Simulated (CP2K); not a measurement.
**A workflow on C2F4 (tetrafluoroethylene)**

Wanted: a series of 8 runs (PBE/DZVP-MOLOPT-SR-GTH, UPBE/DZVP-MOLOPT-SR-GTH) of C2F4. The setting varied is the cutoff. 

The calculation is run with CP2K 2026.2.

8 further runs of the same task are left out: 8 set aside as unsound or not needed.

**1. The system as given**

The species is C2F4 (6 atoms), meant as a singlet with charge 0. SMILES: `FC(F)=C(F)F`. The coordinates come from a PBE0-D4/def2-TZVP relaxation.

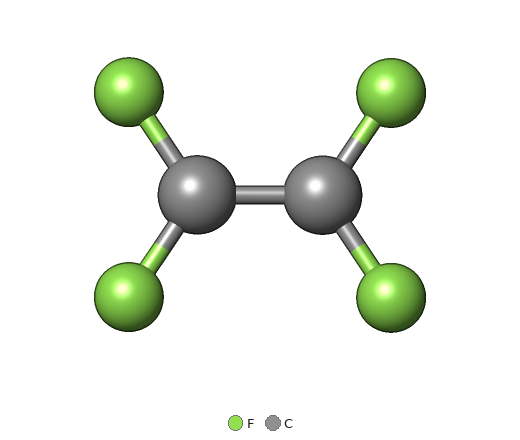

Viewed from a chosen angle; fluorine green, carbon grey.

**2. Energy and gradient at PBE/DZVP-MOLOPT-SR-GTH (core potential) (run 1)**

run.inp reads:

```
&GLOBAL
  PROJECT_NAME run
  RUN_TYPE ENERGY_FORCE
  PRINT_LEVEL MEDIUM
&END GLOBAL

&FORCE_EVAL
  METHOD QUICKSTEP
  &DFT
    BASIS_SET_FILE_NAME BASIS_MOLOPT
    POTENTIAL_FILE_NAME GTH_POTENTIALS
    CHARGE 0
    MULTIPLICITY 1
    ! Quickstep
    &QS
      METHOD GPW
      EPS_DEFAULT 1.0E-10
    &END QS
    &MGRID
      CUTOFF 350
      REL_CUTOFF 50
      NGRIDS 4
    &END MGRID
    &POISSON
      PERIODIC NONE
      POISSON_SOLVER MULTIPOLE
    &END POISSON
    &SCF
      SCF_GUESS ATOMIC
      EPS_SCF 1.0E-06
      MAX_SCF 150
      ADDED_MOS 5
      &DIAGONALIZATION
        ALGORITHM STANDARD
      &END DIAGONALIZATION
      &MIXING
        METHOD DIRECT_P_MIXING
        ALPHA 0.4
      &END MIXING
    &END SCF
    ! functional
    &XC
      &XC_FUNCTIONAL PBE
      &END XC_FUNCTIONAL
    &END XC
    ! extra output
    &PRINT
      &MOMENTS
        PERIODIC F
        REFERENCE COM
        MAX_MOMENT 1
      &END MOMENTS
      &MO ON
        ENERGIES T
        OCCUPATION_NUMBERS T
        NDIGITS 6
        &EACH
          QS_SCF 0
        &END EACH
        ADD_LAST NUMERIC
      &END MO
      &HIRSHFELD OFF
      &END HIRSHFELD
    &END PRINT
  &END DFT
  &SUBSYS
    &CELL
      ABC [angstrom] 9.3 10 8.7
      PERIODIC NONE
    &END CELL
    &COORD
      F      1.169200    -1.134500    -0.708000
      C      0.202500    -0.640200     0.025700
      F     -0.337500    -1.520600     0.832300
      C     -0.188400     0.618800    -0.041100
      F      0.351500     1.499300    -0.847600
      F     -1.155200     1.113100     0.692600
    &END COORD
    &TOPOLOGY
      &CENTER_COORDINATES
      &END CENTER_COORDINATES
    &END TOPOLOGY
    &KIND F
      BASIS_SET DZVP-MOLOPT-SR-GTH-q7
      POTENTIAL GTH-PBE-q7
    &END KIND
    &KIND C
      BASIS_SET DZVP-MOLOPT-SR-GTH-q4
      POTENTIAL GTH-PBE-q4
    &END KIND
  &END SUBSYS
  &PRINT
    &FORCES ON
    &END FORCES
  &END PRINT
&END FORCE_EVAL
```

Command:

```
$ OMP_NUM_THREADS=2 cp2k.psmp -i run.inp -o run.out
```

Output:

```text
CP2K| version string:                                       CP2K version 2026.2
[...]
 GLOBAL| Method name                                                        CP2K
[...]
 GLOBAL| Run type                                                   ENERGY_FORCE
[...]
 DFT| Spin restricted Kohn-Sham (RKS) calculation                            RKS
 DFT| Multiplicity                                                             1
[...]
 DFT| Charge                                                                   0
[...]
 FUNCTIONAL| PBE:
 QS| Method:                                                                 GPW
[...]
 QS| Density cutoff [a.u.]:                                                175.0
[...]
 QS| Relative density cutoff [a.u.]:                                        25.0
[...]
                             - Atoms:                                          6
[...]
                             - Spherical basis functions:                     78
[...]
 Number of electrons:                                                         36
[...]
     1 P_Mix/Diag. 0.40E+00    0.3     1.02468837      -108.4335668158 -1.08E+02
[...]
    12 DIIS/Diag.  0.71E-06    0.3     0.00000093      -108.2881183687 -5.37E-12
  *** SCF run converged in    12 steps ***
[...]
  Overlap energy of the core charge distribution:               0.00000123381219
  Self energy of the core charge distribution:               -283.91974674298183
  Core Hamiltonian energy:                                     81.01974414323405
  Hartree energy:                                             116.73344313534065
  Exchange-correlation energy:                                -22.12156013809880
  Total energy:                                              -108.28811836869372
[...]
 ENERGY| Total FORCE_EVAL ( QS ) energy [hartree]           -108.288118368694541
[...]
```

It took 5.1 s on 2 threads of Arm Neoverse V2, shared host; peak memory 0.61 GiB.

**3. The doublet cation: energy and forces at UPBE/DZVP-MOLOPT-SR-GTH (core potential) (run 2)**

mol.inp reads:

```
&GLOBAL
 PROJECT_NAME mol
 RUN_TYPE ENERGY_FORCE
 PRINT_LEVEL MEDIUM
&END GLOBAL

&FORCE_EVAL
 METHOD Quickstep
 &DFT
  BASIS_SET_FILE_NAME BASIS_MOLOPT
  POTENTIAL_FILE_NAME GTH_POTENTIALS
  CHARGE 1
  MULTIPLICITY 2
  SPIN_POLARIZED T
  &QS
   METHOD GPW
   EPS_DEFAULT 1.0E-10
  &END QS
  ! plane-wave cutoff in Ry
  &MGRID
   CUTOFF 350
   REL_CUTOFF 50
   NGRIDS 4
  &END MGRID
  ! isolated system
  &POISSON
   PERIODIC NONE
   POISSON_SOLVER MULTIPOLE
  &END POISSON
  &SCF
   SCF_GUESS ATOMIC
   EPS_SCF 1.0E-06
   MAX_SCF 30
   &OT
    MINIMIZER CG
    PRECONDITIONER FULL_SINGLE_INVERSE
   &END OT
   &OUTER_SCF
    EPS_SCF 1.0E-06
    MAX_SCF 8
   &END OUTER_SCF
  &END SCF
  ! exchange and correlation
  &XC
   &XC_FUNCTIONAL PBE
   &END XC_FUNCTIONAL
  &END XC
  &PRINT
   &MOMENTS
    PERIODIC F
    REFERENCE COM
    MAX_MOMENT 1
   &END MOMENTS
   &MO_CUBES
    NLUMO 5
    NHOMO -1
    WRITE_CUBE F
   &END MO_CUBES
   &HIRSHFELD OFF
   &END HIRSHFELD
  &END PRINT
 &END DFT
 &SUBSYS
  ! box in angstrom
  &CELL
   ABC 9.3 10 8.7
   PERIODIC NONE
  &END CELL
  &COORD
   F      1.169200    -1.134500    -0.708000
   C      0.202500    -0.640200     0.025700
   F     -0.337500    -1.520600     0.832300
   C     -0.188400     0.618800    -0.041100
   F      0.351500     1.499300    -0.847600
   F     -1.155200     1.113100     0.692600
  &END COORD
  &TOPOLOGY
   &CENTER_COORDINATES
   &END CENTER_COORDINATES
  &END TOPOLOGY
  &KIND F
   BASIS_SET DZVP-MOLOPT-SR-GTH-q7
   POTENTIAL GTH-PBE-q7
  &END KIND
  &KIND C
   BASIS_SET DZVP-MOLOPT-SR-GTH-q4
   POTENTIAL GTH-PBE-q4
  &END KIND
 &END SUBSYS
 ! extra output
 &PRINT
  &FORCES ON
  &END FORCES
 &END PRINT
&END FORCE_EVAL
```

Command:

```
$ OMP_NUM_THREADS=2 cp2k.psmp -i mol.inp -o mol.out
```

Output:

```text
CP2K| version string:                                       CP2K version 2026.2
[...]
 GLOBAL| Method name                                                        CP2K
[...]
 GLOBAL| Run type                                                   ENERGY_FORCE
[...]
 DFT| Spin unrestricted (spin-polarized) Kohn-Sham calculation               UKS
 DFT| Multiplicity                                                             2
[...]
 DFT| Charge                                                                   1
[...]
 FUNCTIONAL| PBE:
 QS| Method:                                                                 GPW
[...]
 QS| Density cutoff [a.u.]:                                                175.0
[...]
 QS| Relative density cutoff [a.u.]:                                        25.0
[...]
                             - Atoms:                                          6
[...]
                             - Spherical basis functions:                     78
[...]
 Number of electrons:                                                         18
[...]
     1 OT CG       0.80E-01    0.6     0.07129592      -104.6252957257 -1.05E+02
[...]
     5 OT CG       0.26E+00    0.7     0.00000088      -107.9210355480 -1.03E-09
  *** SCF run converged in     5 steps ***
[...]
  Overlap energy of the core charge distribution:               0.00000123381219
  Self energy of the core charge distribution:               -283.91974674298183
  Core Hamiltonian energy:                                     80.15997981627044
  Hartree energy:                                             117.51090232157682
  Exchange-correlation energy:                                -21.67217217670232
  Total energy:                                              -107.92103554802468
[...]
 HOMO - LUMO gap [eV] :    4.056567
[...]
 ENERGY| Total FORCE_EVAL ( QS ) energy [hartree]           -107.921035548230662
[...]
```

Wall time 34 s (2 threads of Arm Neoverse V2, shared host); peak memory 0.77 GiB.

Runs 3 to 7 aren't shown in full; the table further down has their settings and results.

**4. The doublet cation: energy and forces at UPBE/DZVP-MOLOPT-SR-GTH (core potential) (run 8)**

run.inp reads:

```
&GLOBAL
 PROJECT_NAME run
 RUN_TYPE ENERGY_FORCE
 PRINT_LEVEL MEDIUM
&END GLOBAL

&FORCE_EVAL
 METHOD Quickstep
 &DFT
  BASIS_SET_FILE_NAME BASIS_MOLOPT
  POTENTIAL_FILE_NAME GTH_POTENTIALS
  CHARGE 1
  MULTIPLICITY 2
  UNRESTRICTED_KOHN_SHAM T
  &QS
   METHOD GPW
   EPS_DEFAULT 1.0E-10
  &END QS
  &MGRID
   CUTOFF 800
   REL_CUTOFF 50
   NGRIDS 4
  &END MGRID
  &POISSON
   PERIODIC NONE
   POISSON_SOLVER MULTIPOLE
  &END POISSON
  &SCF
   SCF_GUESS ATOMIC
   EPS_SCF 1.0E-06
   MAX_SCF 30
   &OT
    MINIMIZER CG
    PRECONDITIONER FULL_SINGLE_INVERSE
   &END OT
   &OUTER_SCF
    EPS_SCF 1.0E-06
    MAX_SCF 8
   &END OUTER_SCF
  &END SCF
  # exchange and correlation
  &XC
   &XC_FUNCTIONAL PBE
   &END XC_FUNCTIONAL
  &END XC
  # extra output
  &PRINT
   &MOMENTS
    PERIODIC F
    REFERENCE COM
    MAX_MOMENT 1
   &END MOMENTS
   &MO_CUBES
    NLUMO 5
    NHOMO -1
    WRITE_CUBE F
   &END MO_CUBES
   &HIRSHFELD OFF
   &END HIRSHFELD
  &END PRINT
 &END DFT
 &SUBSYS
  # box in angstrom
  &CELL
   ABC 9.3 10 8.7
   PERIODIC NONE
  &END CELL
  &COORD
   F      1.169200    -1.134500    -0.708000
   C      0.202500    -0.640200     0.025700
   F     -0.337500    -1.520600     0.832300
   C     -0.188400     0.618800    -0.041100
   F      0.351500     1.499300    -0.847600
   F     -1.155200     1.113100     0.692600
  &END COORD
  &TOPOLOGY
   &CENTER_COORDINATES
   &END CENTER_COORDINATES
  &END TOPOLOGY
  &KIND F
   BASIS_SET DZVP-MOLOPT-SR-GTH-q7
   POTENTIAL GTH-PBE-q7
  &END KIND
  &KIND C
   BASIS_SET DZVP-MOLOPT-SR-GTH-q4
   POTENTIAL GTH-PBE-q4
  &END KIND
 &END SUBSYS
 &PRINT
  &FORCES ON
  &END FORCES
 &END PRINT
&END FORCE_EVAL
```

Command:

```
$ OMP_NUM_THREADS=2 cp2k.psmp run.inp > run.out
```

Output:

```text
CP2K| version string:                                       CP2K version 2026.2
[...]
 GLOBAL| Method name                                                        CP2K
[...]
 GLOBAL| Run type                                                   ENERGY_FORCE
[...]
 DFT| Spin unrestricted (spin-polarized) Kohn-Sham calculation               UKS
 DFT| Multiplicity                                                             2
[...]
 DFT| Charge                                                                   1
[...]
 FUNCTIONAL| PBE:
 QS| Method:                                                                 GPW
[...]
 QS| Density cutoff [a.u.]:                                                400.0
[...]
 QS| Relative density cutoff [a.u.]:                                        25.0
[...]
                             - Atoms:                                          6
[...]
                             - Spherical basis functions:                     78
[...]
 Number of electrons:                                                         18
[...]
     1 OT CG       0.80E-01    2.8     0.07129962      -104.6245055453 -1.05E+02
[...]
     5 OT CG       0.26E+00    3.1     0.00000089      -107.9206659585 -1.03E-09
  *** SCF run converged in     5 steps ***
[...]
  Overlap energy of the core charge distribution:               0.00000123381219
  Self energy of the core charge distribution:               -283.91974674298183
  Core Hamiltonian energy:                                     80.16238685083503
  Hartree energy:                                             117.50890761094850
  Exchange-correlation energy:                                -21.67221491116263
  Total energy:                                              -107.92066595854871
[...]
 HOMO - LUMO gap [eV] :    4.055636
[...]
 ENERGY| Total FORCE_EVAL ( QS ) energy [hartree]           -107.920665958754157
[...]
```

It took 2.8 min on 2 threads of Arm Neoverse V2, shared host; peak memory 2.2 GiB.

**5. Overview of the runs**

```csv
run,level,cutoff,iteration cap,partner,energy (Eh),HOMO energy (eV),LUMO energy (eV),largest force (eV/Å),wall time
1,PBE/DZVP-MOLOPT-SR-GTH (core potential),350,150,base,-108.288118,-6.13,-0.26,1.517,5.1 s
2,UPBE/DZVP-MOLOPT-SR-GTH (core potential),350,30,cation,-107.921036,-14.94,-13.79,7.193,34 s
3,PBE/DZVP-MOLOPT-SR-GTH (core potential),450,150,base,-108.287371,-6.13,-0.26,1.401,9.3 s
4,UPBE/DZVP-MOLOPT-SR-GTH (core potential),450,30,cation,-107.920379,-14.93,-13.79,7.189,71 s
5,PBE/DZVP-MOLOPT-SR-GTH (core potential),600,150,base,-108.287371,-6.13,-0.26,1.385,17 s
6,UPBE/DZVP-MOLOPT-SR-GTH (core potential),600,30,cation,-107.920414,-14.93,-13.79,7.189,1.9 min
7,PBE/DZVP-MOLOPT-SR-GTH (core potential),800,150,base,-108.287637,-6.13,-0.26,1.325,26 s
8,UPBE/DZVP-MOLOPT-SR-GTH (core potential),800,30,cation,-107.920666,-14.93,-13.79,7.188,2.8 min
```

Convergence of the HOMO energy of singlet C2F4 with the cutoff, against the last point:

```csv
cutoff,from the last (eV),wall time
350 Ry,-0.0032,5.1 s
450 Ry,-0.0006,9.3 s
600 Ry,+0.0003,17 s
800 Ry,+0.0000,26 s
```

Convergence of the LUMO energy of singlet C2F4 with the cutoff, against the last point:

```csv
cutoff,from the last (eV),wall time
350 Ry,-0.0045,5.1 s
450 Ry,-0.0003,9.3 s
600 Ry,+0.0003,17 s
800 Ry,+0.0000,26 s
```

**6. What came out**

```
                                                              quantity          value
                                   doublet cation, run 8: total energy  -107.92067 Eh
             doublet cation, run 8: HOMO energy (highest over α and β)      -14.93 eV
              doublet cation, run 8: LUMO energy (lowest over α and β)      -13.79 eV
                                           doublet cation, run 8: ⟨S²⟩          0.752
                       doublet cation, run 8: largest force on an atom     7.188 eV/Å
vertical ionisation energy (to the doublet cation) (run 1, cutoff 350)       9.989 eV
vertical ionisation energy (to the doublet cation) (run 3, cutoff 450)       9.986 eV
vertical ionisation energy (to the doublet cation) (run 5, cutoff 600)       9.985 eV
vertical ionisation energy (to the doublet cation) (run 7, cutoff 800)       9.986 eV
```

What this shows: For the HOMO energy of singlet C2F4 to stay within 0.001 eV of the last point, 450 Ry is the first point of the series from which all later ones do (9.3 s against 26 s). For the LUMO energy of singlet C2F4 to stay within 0.001 eV of the last point, 450 Ry is the first point of the series from which all later ones do (9.3 s against 26 s). All runs together took 7.4 min, the longest 2.8 min.
